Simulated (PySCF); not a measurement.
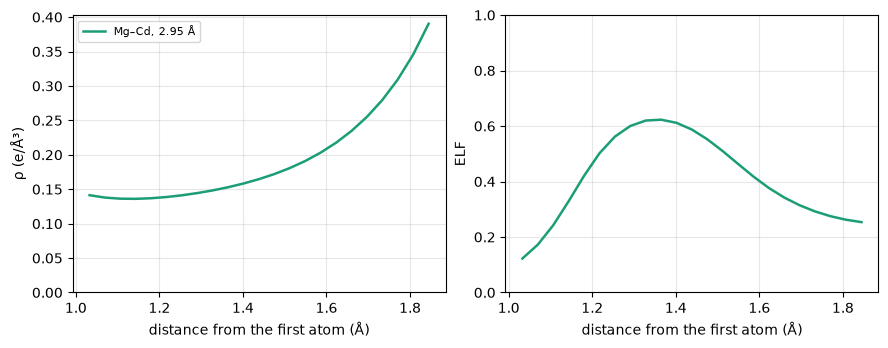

Figure 1: MgCd (charge +1, doublet). Electron density and electron localisation function along straight lines between neighbouring atoms. The curves leave out the atomic cores.

Core potentials replace the inner electrons of Cd.

Level of theory: PBE0/def2-SVPD, non-relativistic Hamiltonian with scalar-relativistic core potentials where named, at a bond length of 2.951 Å in PySCF 2.14.0.

```yaml
atoms:
  - { symbol: Mg, position_ang: [0.0000, 0.0000, -2.4377] }
  - { symbol: Cd, position_ang: [0.0000, 0.0000, 0.5133] }
```

**What can be read from the curves?**

Mg–Cd (2.95 Å): ρ is about 0.17 e/Å³ halfway, with its minimum of 0.14 e/Å³ about 1.1 Å from Mg; the ELF peaks at about 0.60 between the atoms.
